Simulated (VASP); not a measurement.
Band structure of TaSi (relaxed from the NiAs type structure, space group P6_3/mmc). Computed with PBE GGA, VASP's PBE PAW potentials (set 64) (plane waves; VASP).

Unless said otherwise, spin-orbit coupling is left out, though it shifts the bands of the heavy elements here.

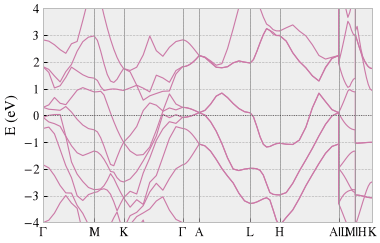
*Bands along high-symmetry lines, zero at the valence-band maximum or, without a gap, the Fermi level*

Task: Read the plot: is there a gap, and where are the band edges?

Result: It has no gap at this level: it comes out as a metal or semimetal. (Edges off the drawn lines would not show.)

The structure was generated: TaSi was put into the NiAs type type (P6_3/mmc), which need not be its known phase. It was relaxed first, which changed the volume by -41 %.
